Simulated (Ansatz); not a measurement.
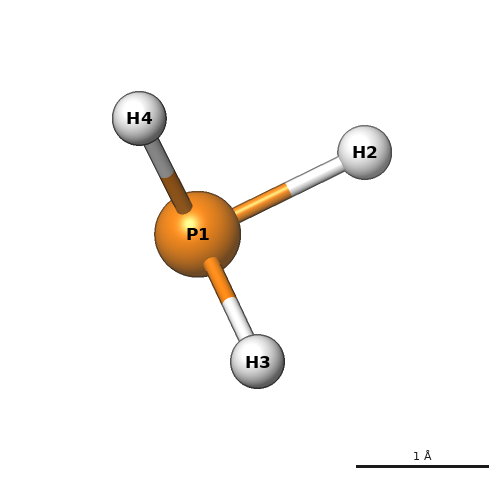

The atoms are numbered. The computed structure is the end point of a PBE0-D4/def2-TZVP optimisation. No frequency run is at hand to confirm it as a minimum.

Describe the coordination of atom 1.

P1 has 3 neighbours (H2 at 1.42, H3 at 1.42, H4 at 1.42 Å); the arrangement is trigonal pyramidal.
